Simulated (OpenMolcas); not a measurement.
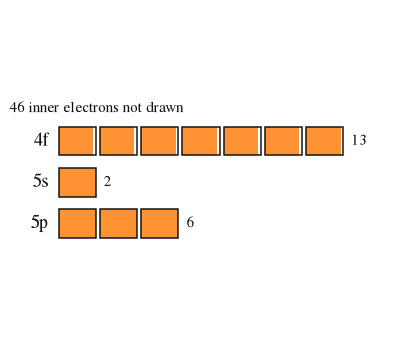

**Figure 1.** The outer shells of the leading configuration of the lowest level: a box for each of the 2l + 1 orbitals, shaded by the share of the shell that is filled, with the electron count at the right.

Tm²⁺ complex: multiconfigurational calculation

- system: Tm²⁺ with 6 ligands (F; octahedron, 2.45 Å), neutralised by 6 outer point charges of +0.67 e, whose field is part of the energies.
- method: state-averaged CASSCF, active space 13 electrons in the shell 4f, basis ANO-RCC-VTZP on the metal and ANO-RCC-VDZP on the ligands, DKH2 scalar Hamiltonian, spin-orbit coupling by RASSI with atomic mean-field integrals (OpenMolcas)

**The input**
```
&GATEWAY
Coord
7

Tm 0.0 0.0 0.0
F 2.450000 0.000000 0.000000
F 0.000000 2.450000 0.000000
F -2.450000 0.000000 0.000000
F 0.000000 -2.450000 0.000000
F 0.000000 0.000000 2.450000
F 0.000000 0.000000 -2.450000
Basis=Tm.ANO-RCC-VTZP,F.ANO-RCC-VDZP
Group=XYZ
NoMove
AngMom=0.0 0.0 0.0
AMFI
RICD
XField
3 Angstrom 0
5.050000 0.000000 0.000000 0.666667
0.000000 5.050000 0.000000 0.666667
0.000000 0.000000 5.050000 0.666667
&SEWARD
&RASSCF
FileOrb=start.orb
Symmetry=2
Spin=2
nActEl=13 0 0
Inactive=30 27
Ras2=0 7
CIRoot=7 7 1
SDav=7
CIMx=300
Iter=150 100
PrWF=0.3
OrbListing=Nothing
MaxOrb=0
LevShft=1.0
>>> COPY $Project.JobIph JOB001
&RASSI
NrOfJobIphs=1 7
1 2 3 4 5 6 7
IphNames
JOB001
EJob
SpinOrbit
DIPRint=1.0
SOCoupling=1000.0
Subsets=2
Property=9
'ANGMOM' 1 'ANGMOM' 2 'ANGMOM' 3 'MLTPL  1' 1 'MLTPL  1' 2 'MLTPL  1' 3
'AMFI' 1 'AMFI' 2 'AMFI' 3
SOProperty=3
'ANGMOM' 1 'ANGMOM' 2 'ANGMOM' 3
```

The file start.orb holds starting orbitals from an earlier step. A driver script formed the levels outside the program, from RASSI's spin-orbit matrix and the active-space energies, averaged over the components of each term or state.

Launched with:
```bash
OMP_NUM_THREADS=1 MOLCAS_MEM=2457 MOLCAS_PROJECT=a pymolcas a.inp > a.log  # once for each step of the input, in one work folder
```

**Log (extracts)**
```
--- SEWARD ---
Basis set label: TM.ANO-RCC...8S7P5D3F2G1H.

      Electronic valence basis set:
      ------------------
      Associated Effective Charge  69.000000 au
      Associated Actual Charge     69.000000 au
      Nuclear Model: Point charge

      Shell  nPrim  nBasis  Cartesian Spherical Contaminant
         s      25       8        X
         p      22       7        X
         d      15       5                 X
         f      11       3                 X
         g       4       2                 X
         h       2       1                 X
                  Relativistic Douglas-Kroll-Hess integrals:
                    - DKH order of Hamiltonian: 2
                    - DKH order of Properties : 0
                  Atomic mean-field integrals
--- RASSCF ---
Wave function specifications:
      -----------------------------

      Number of closed shell electrons         114
      Number of electrons in active shells      13
      Max number of holes in RAS1 space          0
      Max nr of electrons in RAS3 space          0
      Number of inactive orbitals               57
      Number of active orbitals                  7
      Number of secondary orbitals             124
      Spin quantum number                      0.5
      State symmetry                             2
Orbital specifications:
      -----------------------

      Symmetry species                           1   2
                                                ag  au
      Frozen orbitals                            0   0
      Inactive orbitals                         30  27
      Active orbitals                            0   7
      RAS1 orbitals                              0   0
      RAS2 orbitals                              0   7
      RAS3 orbitals                              0   0
      Secondary orbitals                        63  61
      Deleted orbitals                           0   0
      Number of basis functions                 93  95
      Number of CSFs                             7
      Number of root(s) required                 7
      Iter CI   SX   CI       RASSCF       Energy    max ROT     max BLB   max BLB  Level Ln srch  Step   QN
          iter iter root      energy       change     param      element    value   shift minimum  type update
 Nr of preliminary CI iterations:   1
      Total energies have been shifted. Add               -14000.00 au
        1   1   14    0  -152.71062645    0.00E+00  -6.27E-02   17  72 2 -3.57E-01*  0.90   0.00    SX    NO
        2   1   14    0  -153.41363139   -7.03E-01* -1.86E-02   31  38 2  9.79E-02*  0.88   0.00    SX    NO
        3   1   15    0  -153.44954792   -3.59E-02*  1.54E-02   29  36 2 -1.08E-01*  0.70   0.00    SX    NO
        4   1   13    0  -153.45337408   -3.83E-03* -1.55E-02   31  38 2  1.21E-01*  0.85   0.00    SX    NO
        5   1   15    0  -153.45377717   -4.03E-04* -1.62E-02   29  36 2 -1.28E-01*  0.68   0.50    SX   YES
        6   1   13    0  -153.45537788   -1.60E-03*  1.47E-02   31  38 2  1.24E-01*  0.85   0.52    SX   YES
        7   1   15    0  -153.45763730   -2.26E-03*  1.38E-02   31  38 2 -1.08E-01*  0.69   0.53    SX   YES
        8   1   13    0  -153.45804827   -4.11E-04* -1.31E-02   29  36 2  1.08E-01*  0.84   0.51    SX   YES
        9   1   15    0  -153.45926569   -1.22E-03*  1.25E-02   31  38 2 -9.75E-02*  0.70   0.52    SX   YES
       10   1   13    0  -153.45934327   -7.76E-05* -1.21E-02   29  36 2  9.84E-02*  0.83   0.50    SX   YES
       11   1   14    0  -153.46013699   -7.94E-04* -1.17E-02   31  38 2 -9.08E-02*  0.70   0.52    SX   YES
       12   1   13    0  -153.46008896    4.80E-05* -8.14E-03   31  38 2  9.24E-02*  0.83   0.50    SX   YES
       13   1   13    0  -153.46457466   -4.49E-03* -2.26E-03   31  38 2 -3.55E-02*  0.74   0.72    QN   YES
       14   1   10    0  -153.46538057   -8.06E-04* -2.30E-04   29  36 2  1.05E-03*  0.76   0.98    QN   YES
       15   1    9    0  -153.46538433   -3.76E-06* -2.98E-04   15  63 2 -4.09E-04*  0.76   2.30    LS   YES
       16   1   10    0  -153.46538576   -1.43E-06*  1.31E-04   31  38 2 -9.78E-04*  0.76   0.86    QN   YES
       17   1    9    0  -153.46538704   -1.28E-06*  8.27E-05   33  40 2 -3.22E-04*  0.76   1.63    LS   YES
       18   1    8    0  -153.46538727   -2.28E-07* -5.27E-05   15  66 1  2.52E-04*  0.76   1.05    QN   YES
       19   1    7    0  -153.46538736   -9.56E-08* -2.94E-05   15  66 1  9.15E-05   0.76   1.56    LS   YES
       20   1    7    0  -153.46538738   -1.46E-08*  9.85E-06   29  36 2 -3.19E-05   0.76   1.00    QN   YES
       21   1    6    0  -153.46538739   -9.06E-09   9.27E-06   10  66 2 -1.38E-05   0.76   1.20    QN   YES
      Convergence after 21 iterations
       22   1    6    0  -153.46538739   -2.36E-09   9.27E-06   15  66 1 -7.03E-06   0.76   1.20    QN   YES
      Natural orbitals and occupation numbers for root  1
      sym 2:   2.000000   2.000000   2.000000   2.000000   1.000000   2.000000   2.000000
      Natural orbitals and occupation numbers for root  2
      sym 2:   2.000000   2.000000   2.000000   1.000000   2.000000   2.000000   2.000000
      Natural orbitals and occupation numbers for root  3
      sym 2:   2.000000   2.000000   1.000000   2.000000   2.000000   2.000000   2.000000
::    RASSCF root number  1 Total energy: -14153.46612369
::    RASSCF root number  2 Total energy: -14153.46612369
::    RASSCF root number  3 Total energy: -14153.46612369
::    RASSCF root number  4 Total energy: -14153.46502079
::    RASSCF root number  5 Total energy: -14153.46502079
::    RASSCF root number  6 Total energy: -14153.46502079
::    RASSCF root number  7 Total energy: -14153.46427829
--- RASSI ---
SPIN-FREE ENERGIES:
  (Shifted by EMIN (a.u.) =     -14153.4661236907)

 SF State       Relative EMIN(au)   Rel lowest level(eV)    D:o, cm**(-1)

     1             0.0000000000        0.0000000000              0.0000
     2             0.0000000000        0.0000000000              0.0000
     3             0.0000000000        0.0000000000              0.0000
     4             0.0011029009        0.0300114612            242.0588
     5             0.0011029009        0.0300114612            242.0588
     6             0.0011029009        0.0300114612            242.0588
     7             0.0018453985        0.0502158501            405.0181
     Dipole printing threshold changed to   1.00000000E+00
Eigenvalues of complex Hamiltonian:
   -----------------------------------
  (Shifted by EMIN (a.u.) =     -14153.4661236907)

 SO State       Relative EMIN(au)   Rel lowest level(eV)    D:o, cm**(-1)

     1            -0.0172912868        0.0000000000              0.0000
     2            -0.0172912868        0.0000000000              0.0000
     3            -0.0165862806        0.0191841959            154.7310
     4            -0.0165862806        0.0191841959            154.7310
     5            -0.0165862804        0.0191841997            154.7310
     6            -0.0165862804        0.0191841997            154.7310
     7            -0.0157382722        0.0422596797            340.8473
     8            -0.0157382722        0.0422596797            340.8473
     9             0.0234559608        1.1087890908           8942.9871
    10             0.0234559608        1.1087890908           8942.9871
    11             0.0234559609        1.1087890953           8942.9872
    12             0.0234559609        1.1087890953           8942.9872
    13             0.0244442993        1.1356831534           9159.9024
    14             0.0244442993        1.1356831534           9159.9024
Weights of the five most important spin-orbit-free states for each spin-orbit state.

 SO State  Total energy (au)           Spin-free states, spin, and weights
 -------------------------------------------------------------------------------------------------------
    1        -0.017291       1 0.5  0.3333    2 0.5  0.3333    3 0.5  0.3333    4 0.5  0.0000    5 0.5  0.0000
    2        -0.017291       1 0.5  0.3333    2 0.5  0.3333    3 0.5  0.3333    4 0.5  0.0000    5 0.5  0.0000
    3        -0.016586       5 0.5  0.4015    3 0.5  0.2144    6 0.5  0.1659    2 0.5  0.1496    4 0.5  0.0628
    4        -0.016586       5 0.5  0.4014    3 0.5  0.2145    6 0.5  0.1660    2 0.5  0.1495    4 0.5  0.0627
    5        -0.016586       4 0.5  0.3573    6 0.5  0.2542    1 0.5  0.2407    2 0.5  0.0970    3 0.5  0.0321
    6        -0.016586       4 0.5  0.3574    6 0.5  0.2540    1 0.5  0.2407    2 0.5  0.0971    3 0.5  0.0321
    7        -0.015738       7 0.5  0.5624    5 0.5  0.1459    4 0.5  0.1459    6 0.5  0.1459    2 0.5  0.0000
    8        -0.015738       7 0.5  0.5624    5 0.5  0.1459    4 0.5  0.1459    6 0.5  0.1459    2 0.5  0.0000
    9         0.023456       1 0.5  0.4196    4 0.5  0.1879    6 0.5  0.1768    2 0.5  0.1177    3 0.5  0.0929
   10         0.023456       1 0.5  0.4196    4 0.5  0.1879    6 0.5  0.1769    2 0.5  0.1176    3 0.5  0.0929
   11         0.023456       3 0.5  0.3271    2 0.5  0.3025    5 0.5  0.2414    6 0.5  0.0697    4 0.5  0.0587
   12         0.023456       3 0.5  0.3273    2 0.5  0.3023    5 0.5  0.2414    6 0.5  0.0698    4 0.5  0.0587
```

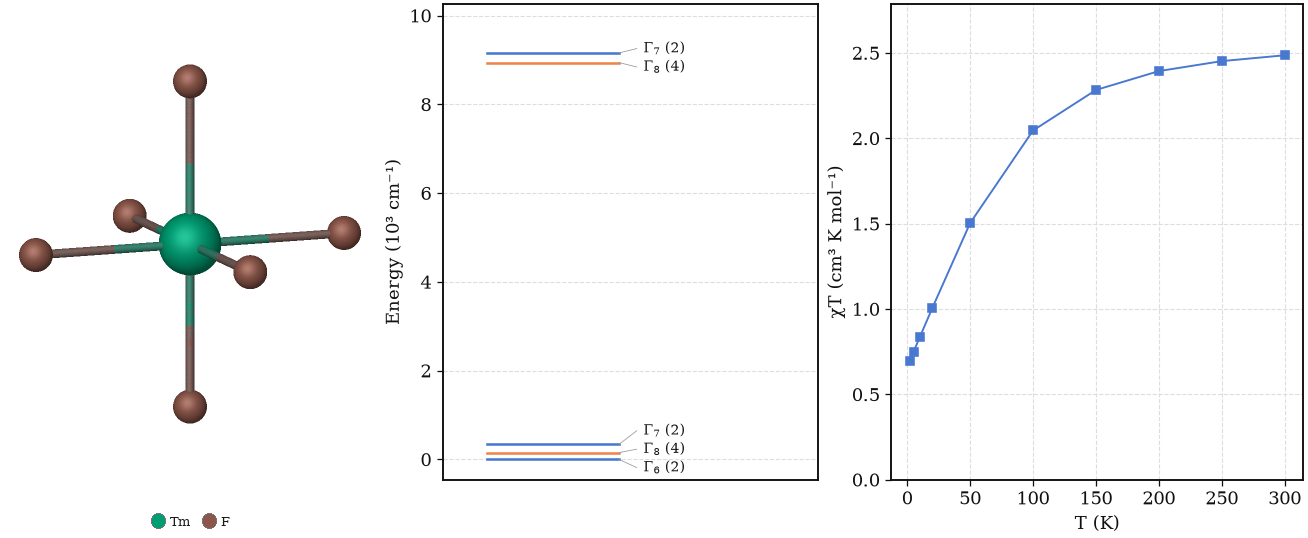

**Figure 2.** Tm²⁺ (4f¹³) with 6 ligands, F⁻, at 2.45 Å (arrangement: octahedron, Oh), neutralised by outer point charges of +0.67 e, and its levels and susceptibility. Labels give the representation in O, Td, D4 or D3 as the site allows (double group for half-integer spin) where it could be assigned and, in brackets, the degeneracy; spin-free states, where drawn, share the zero of the spin-orbit levels. Powder susceptibility by Van Vleck's formula. The ground level is Γ₆, a Kramers doublet, 100 % from states of spin multiplicity 2. Its principal g values are 2.66, 2.66 and 2.66, isotropic. The next level lies at 155 cm⁻¹ (Γ₈). The lowest J multiplet spreads over 341 cm⁻¹. χT is 0.699 cm³ K mol⁻¹ at 2 K and 2.49 at 300 K, an effective moment of 4.46 μB. The active orbitals hold 100 % metal character (Löwdin), and the Mulliken charge of the metal is +1.81.

**Key numbers**

```
                                 quantity                                                                 value
                                  outcome                                                             converged
      energy of the lowest spin-free term                                                  −14153.46612 hartree
    energy of the lowest spin-orbit level                                                  −14153.48341 hartree
largest spread among components of a term                                                              0.0 cm⁻¹
                                 hardware  1 thread of Arm Neoverse V1, 24 GiB of memory available, shared host
                                wall time                                                                  43 s
                              peak memory                                                              0.66 GiB
```

**Remarks**

Without dynamic correlation the splittings between terms come out too large, often by 20 to 50 %. To bear in mind: distances are set from ionic radii, not optimised.
